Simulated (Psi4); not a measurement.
# Run report: SiH5 (charge −1), polarizability calculation

The run: polarizability calculation of SiH5, charge −1, SMILES [H][Si-]([H])([H])([H])[H]. Method and program: PW86PBE/aug-cc-pV(T+d)Z, RKS (Psi4 1.11).

The geometry comes from this level: GFN2-xTB.

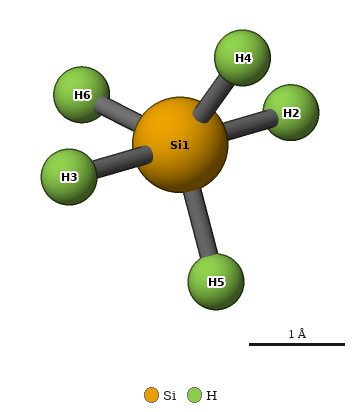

Fig. 1: The input geometry (ball-and-stick view, seen at a tilt; atoms are numbered from 1 in the order of the input). Bond lengths as drawn: H–Si 1.49 to 1.64 Å.

Input (job.dat):
```
memory 1600 mb

molecule system {
  -1 1
  Si    -0.000240     0.000230     0.001470
  H     -0.019890    -0.007790     1.639910
  H      0.021790     0.007860    -1.642440
  H      1.490630     0.011850     0.019200
  H     -0.757550     1.285100    -0.002620
  H     -0.734730    -1.297250    -0.015520
}

set {
  basis    aug-cc-pV(T+d)Z
  scf_type mem_df
}

properties('pw86pbe', properties=['dipole_polarizabilities'])
print_variables()
```

Machine: 1 thread of Intel Xeon @ 2.90GHz (Ice Lake), 12 GiB of memory available, shared host.

Command:
```bash
psi4 -i job.dat -o job.out -n 1
```

Log:
```
Psi4 1.11 release

   => Loading Basis Set <=

    Name: AUG-CC-PV(T+D)Z
    Role: ORBITAL
    Keyword: BASIS

         ---------------------------------------------------------
                                   SCF
                              RKS Reference
                        1 Threads,   1525 MiB Core
         ---------------------------------------------------------

  ==> Geometry <==

    Molecular point group: c1
    Full point group: C1

    Geometry (in Angstrom), charge = -1, multiplicity = 1:

       Center              X                  Y                   Z               Mass
    ------------   -----------------  -----------------  -----------------  -----------------
         SI          -0.000044261692     0.000042124920     0.000269233186    27.976926534650
         H           -0.019694261692    -0.007977875080     1.638709233186     1.007825032230
         H            0.021985738308     0.007672124920    -1.643640766814     1.007825032230
         H            1.490825738308     0.011662124920     0.017999233186     1.007825032230
         H           -0.757354261692     1.284912124920    -0.003820766814     1.007825032230
         H           -0.734534261692    -1.297437875080    -0.016720766814     1.007825032230

  Running in c1 symmetry.

  Rotational constants: A =      2.50746  B =      1.91806  C =      1.91689 [cm^-1]
  Rotational constants: A =  75171.82605  B =  57501.97236  C =  57467.01053 [MHz]
  Nuclear repulsion =   26.139781458618401

  Charge       = -1
  Multiplicity = 1
  Electrons    = 20
  Nalpha       = 10
  Nbeta        = 10

  ==> Algorithm <==

  SCF Algorithm Type is MEM_DF.
  DIIS enabled.
  MOM disabled.
  Fractional occupation disabled.
  Guess Type is SAD.
  Energy threshold   = 1.00e-06
  Density threshold  = 1.00e-06
  Integral threshold = 1.00e-12

  ==> Primary Basis <==

  Basis Set: AUG-CC-PV(T+D)Z
    Blend: AUG-CC-PV(T+D)Z
    Number of shells: 62
    Number of basis functions: 170
    Number of Cartesian functions: 190
    Spherical Harmonics?: true
    Max angular momentum: 3

  ==> DFT Potential <==

   => LibXC <=

    Version 7.1.2

   => Composite Functional: PW86PBE <=

    PW86PBE GGA Exchange-Correlation Functional

    Deriv               =              1
    GGA                 =           TRUE
    Meta                =          FALSE

    Exchange Hybrid     =          FALSE
    MP2 Hybrid          =          FALSE

   => Exchange Functionals <=

    1.0000    XC_GGA_X_PW86

   => Correlation Functionals <=

    1.0000     XC_GGA_C_PBE

   => LibXC Density Thresholds  <==

    XC_GGA_C_PBE:  1.00E-12
    XC_GGA_X_PW86:  1.00E-15

   => Molecular Quadrature <=

    Radial Scheme          =       TREUTLER
    Pruning Scheme         =           NONE
    Nuclear Scheme         =       TREUTLER

    Blocking Scheme        =         OCTREE
    BS radius alpha        =              1
    Pruning alpha          =              1
    Radial Points          =             75
    Spherical Points       =            302
    Total Points           =         132349
    Total Blocks           =           1052
    Max Points             =            256
    Max Functions          =            170
    Weights Tolerance      =       1.00E-15

   => Loading Basis Set <=

    Name: (AUG-CC-PV(T+D)Z AUX)
    Role: JKFIT
    Keyword: DF_BASIS_SCF

  ==> Integral Setup <==

  DFHelper Memory: AOs need 0.088 GiB; user supplied 0.499 GiB.
  SCF_SUBTYPE=INCORE selected. In-core MEM_DF algorithm will be used.
  Using in-core AOs.

  ==> MemDFJK: Density-Fitted J/K Matrices <==

    J tasked:                   Yes
    K tasked:                    No
    wK tasked:                   No
    Memory [MiB]:               510
    Algorithm:                 Core
    Schwarz Cutoff:           1E-12
    Mask sparsity (%):       0.0000
    Fitting Condition:        1E-10

   => Auxiliary Basis Set <=

  Basis Set: (AUG-CC-PV(T+D)Z AUX)
    Blend: AUG-CC-PVTZ-JKFIT
    Number of shells: 112
    Number of basis functions: 376
    Number of Cartesian functions: 455
    Spherical Harmonics?: true
    Max angular momentum: 4

  Cached 100.0% of DFT collocation blocks in 0.619 [GiB].

  Minimum eigenvalue in the overlap matrix is 1.2238585220E-05.
  Reciprocal condition number of the overlap matrix is 1.1667089618E-06.
    Using symmetric orthogonalization.

  ==> Pre-Iterations <==

  SCF Guess: Superposition of Atomic Densities via on-the-fly atomic UHF (no occupation information).

   -------------------------
    Irrep   Nso     Nmo
   -------------------------
     A        170     170
   -------------------------
    Total     170     170
   -------------------------

  ==> Iterations <==

                           Total Energy        Delta E     RMS |[F,P]|

   @DF-RKS iter SAD:  -292.17168797322188   -2.92172e+02   0.00000e+00
   @DF-RKS iter   1:  -292.32699198347041   -1.55304e-01   3.05459e-03 ADIIS/DIIS
   @DF-RKS iter   2:  -291.78206457838371    5.44927e-01   4.43943e-03 ADIIS/DIIS
   @DF-RKS iter   3:  -292.52452099330793   -7.42456e-01   6.27510e-04 ADIIS/DIIS
   @DF-RKS iter   4:  -292.53849202851819   -1.39710e-02   1.64882e-04 ADIIS/DIIS
   @DF-RKS iter   5:  -292.53904748863363   -5.55460e-04   3.69893e-05 DIIS
   @DF-RKS iter   6:  -292.53908691643215   -3.94278e-05   8.36791e-06 DIIS
   @DF-RKS iter   7:  -292.53908861410804   -1.69768e-06   1.94688e-06 DIIS
   @DF-RKS iter   8:  -292.53908869798715   -8.38791e-08   2.96040e-07 DIIS
  Energy and wave function converged.

  ==> Post-Iterations <==

   Electrons on quadrature grid:
      Ntotal   =   20.0000189364 ; deviation = 1.894e-05

    Orbital Energies [Eh]
    ---------------------

    Doubly Occupied:

       1A    -65.265238     2A     -4.830873     3A     -3.238112
       4A     -3.238103     5A     -3.236032     6A     -0.274039
       7A     -0.103931     8A     -0.103876     9A     -0.076493
      10A      0.036883

    Virtual:

      11A      0.107418    12A      0.131652    13A      0.137523
      14A      0.137539    15A      0.145378    16A      0.145401
      17A      0.146631    18A      0.182250    19A      0.204347
      20A      0.213158    21A      0.213175    22A      0.220578
      23A      0.220667    24A      0.297198    25A      0.297376
      26A      0.311499    27A      0.311515    28A      0.324657
      29A      0.335831    30A      0.335901    31A      0.351130
      32A      0.352754    33A      0.352777    34A      0.357505
      35A      0.389944    36A      0.390012    37A      0.423687
      38A      0.444465    39A      0.444673    40A      0.454028
      41A      0.507028    42A      0.507088    43A      0.519415
      44A      0.551329    45A      0.559093    46A      0.559361
      47A      0.569545    48A      0.611416    49A      0.611467
      50A      0.657502    51A      0.657691    52A      0.665054
      53A      0.666161    54A      0.666206    55A      0.672798
      56A      0.672836    57A      0.673905    58A      0.711059
      59A      0.816560    60A      0.872841    61A      0.873090
      62A      0.891379    63A      0.951657    64A      0.965898
      65A      0.980232    66A      0.980346    67A      1.002797
      68A      1.002955    69A      1.073876    70A      1.089518
      71A      1.089552    72A      1.092147    73A      1.092266
      74A      1.096953    75A      1.097011    76A      1.122492
      77A      1.137688    78A      1.137911    79A      1.153449
      80A      1.153637    81A      1.212036    82A      1.217932
      83A      1.221590    84A      1.226785    85A      1.226904
      86A      1.290884    87A      1.338050    88A      1.338197
      89A      1.346201    90A      1.370988    91A      1.371200
      92A      1.381873    93A      1.403139    94A      1.403350
      95A      1.423038    96A      1.423308    97A      1.428353
      98A      1.504775    99A      1.505070   100A      1.540210
     101A      1.540412   102A      1.585052   103A      1.738980
     104A      1.739805   105A      1.782120   106A      1.830093
     107A      1.957032   108A      1.957328   109A      2.000411
     110A      2.023933   111A      2.024406   112A      2.065007
     113A      2.095017   114A      2.095182   115A      2.133736
     116A      2.175884   117A      2.844094   118A      2.844308
     119A      2.940689   120A      3.202737   121A      3.343618
     122A      3.344039   123A      3.469083   124A      3.636935
     125A      3.780643   126A      3.806096   127A      3.806250
     128A      3.820493   129A      3.820551   130A      3.846468
     131A      3.846553   132A      3.882821   133A      3.883054
     134A      3.899840   135A      3.900114   136A      3.918486
     137A      3.963904   138A      3.983957   139A      3.984104
     140A      4.000476   141A      4.106909   142A      4.107062
     143A      4.134608   144A      4.135084   145A      4.162939
     146A      4.283158   147A      4.296531   148A      4.296800
     149A      4.309181   150A      4.309649   151A      4.313947
     152A      4.457445   153A      4.458148   154A      4.483636
     155A      4.484499   156A      4.545127   157A      4.545330
     158A      4.663844   159A      4.669508   160A      4.757327
     161A      4.801486   162A      4.801796   163A      4.861638
     164A      5.130204   165A      5.131284   166A      5.747106
     167A      5.748141   168A      5.807181   169A      6.178787
     170A      8.441330

    Final Occupation by Irrep:
              A
    DOCC [    10 ]
    NA   [    10 ]
    NB   [    10 ]

  @DF-RKS Final Energy:  -292.53908869798715

   => Energetics <=

    Nuclear Repulsion Energy =             26.1397814586184012
    One-Electron Energy =                -460.1894989648441197
    Two-Electron Energy =                 164.5013523734725993
    DFT Exchange-Correlation Energy =     -22.9907235652340276
    Empirical Dispersion Energy =           0.0000000000000000
    VV10 Nonlocal Energy =                  0.0000000000000000
    Total Energy =                       -292.5390886979871539

Computation Completed

Properties will be evaluated at   0.000000,   0.000000,   0.000000 [a0]

Properties computed using the PW86PBE density matrix

 Multipole Moments:

 ------------------------------------------------------------------------------------
     Multipole            Electronic (a.u.)      Nuclear  (a.u.)        Total (a.u.)
 ------------------------------------------------------------------------------------

 L = 1.  Multiply by 2.5417464519 to convert [e a0] to [Debye]
 Dipole X            :         -0.0023872            0.0011509           -0.0012363
 Dipole Y            :          0.0013643           -0.0010953            0.0002689
 Dipole Z            :          0.0214903           -0.0070006            0.0144897
 Magnitude           :                                                    0.0145448

 ------------------------------------------------------------------------------------

         ---------------------------------------------------------
                       CPSCF Linear Response Solver
         ---------------------------------------------------------

   ==> Requested Responses <==

    Dipole polarizabilities

   ==> Coupled-Perturbed RKS Solver <==

    Maxiter             =         100
    Convergence         =   1.000E-06
    Number of equations =           3
   -----------------------------------------------------
     Iter   Residual RMS      Max RMS  Remain  Time [s]
   -----------------------------------------------------
    Guess      2.723e+00    2.788e+00       3         4
        1      7.662e-01    7.922e-01       3         7
        2      2.421e-01    3.124e-01       3        11
        3      3.865e-02    7.187e-02       3        15
        4      3.281e-03    6.801e-03       3        18
        5      7.255e-04    1.557e-03       3        22
        6      1.595e-04    3.372e-04       3        26
        7      2.110e-05    3.267e-05       3        30
        8      7.493e-06    1.250e-05       3        33
        9      6.103e-07    6.478e-07       0        37
   -----------------------------------------------------

    Solver has converged.

   ==> Response Properties <==

    => Dipole polarizabilities <=

              X          Y          Z
    ----- ---------- ---------- ----------
      X     55.10964   -0.01030   -0.77248
      Y     -0.01030   55.08508   -0.29447
      Z     -0.77247   -0.29447  115.99663

	total time  =         48 seconds =       0.80 minutes

  Variable Map:
  ----------------------------------------------------------------------------
  "CURRENT ENERGY"              =>    -292.539088697987
  "CURRENT REFERENCE ENERGY"    =>    -292.539088697987
  "DD SOLVATION ENERGY"         =>       0.000000000000
  "DFT FUNCTIONAL TOTAL ENERGY" =>    -292.539088697987
  "DFT TOTAL ENERGY"            =>    -292.539088697987
  "DFT VV10 ENERGY"             =>       0.000000000000
  "DFT XC ENERGY"               =>     -22.990723565234
  "DIPOLE POLARIZABILITY XX"    =>      55.109635769371
  "DIPOLE POLARIZABILITY XY"    =>      -0.010295649073
  "DIPOLE POLARIZABILITY XZ"    =>      -0.772475124030
  "DIPOLE POLARIZABILITY YX"    =>      -0.010295671460
  "DIPOLE POLARIZABILITY YY"    =>      55.085083136391
  "DIPOLE POLARIZABILITY YZ"    =>      -0.294471780546
  "DIPOLE POLARIZABILITY ZX"    =>      -0.772469953126
  "DIPOLE POLARIZABILITY ZY"    =>      -0.294469660893
  "DIPOLE POLARIZABILITY ZZ"    =>     115.996626052079
  "GRID ELECTRONS ALPHA"        =>      10.000009468211
  "GRID ELECTRONS BETA"         =>      10.000009468211
  "GRID ELECTRONS TOTAL"        =>      20.000018936421
  "NUCLEAR REPULSION ENERGY"    =>      26.139781458618
  "ONE-ELECTRON ENERGY"         =>    -460.189498964844
  "PCM POLARIZATION ENERGY"     =>       0.000000000000
  "PE ENERGY"                   =>       0.000000000000
  "SCF ITERATION ENERGY"        =>    -292.539088697987
  "SCF ITERATIONS"              =>       8.000000000000
  "SCF TOTAL ENERGY"            =>    -292.539088697987
  "TWO-ELECTRON ENERGY"         =>     164.501352373473
  "XC GRID RADIAL POINTS"       =>      75.000000000000
  "XC GRID SPHERICAL POINTS"    =>     302.000000000000
  "XC GRID TOTAL POINTS"        =>  132349.000000000000

  Array Variable Map:
  ----------------------------------------------------------------------------
  "PW86PBE DIPOLE"              =>      -0.001236337461 ... 0.014489661485 1 by 3
  "SCF DIPOLE"                  =>      -0.001236337461 ... 0.014489661485 1 by 3
  "SCF TOTAL ENERGIES"          =>    -292.171687973222 ... -292.539088697987 1 by 9

    Psi4 run time: 0:00:48.73
```

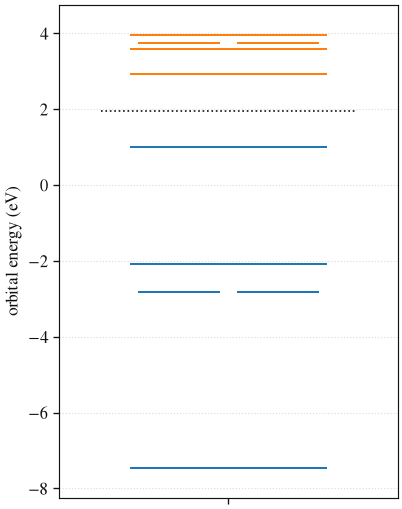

Fig. 2: Orbital energies near the frontier; the dotted line parts filled from empty levels, and levels within 0.02 eV of each other stand side by side. Highest filled 1.00 eV, lowest empty 2.92 eV, 1.92 eV apart.

Summary:

```tsv
quantity	value
outcome	converged
total energy	−292.539089 hartree
basis functions	170
HOMO	1.00 eV
LUMO	2.92 eV
wall time	50 s
peak memory	1 GiB
```

The record of the run, not the program, notes: unbound anion.
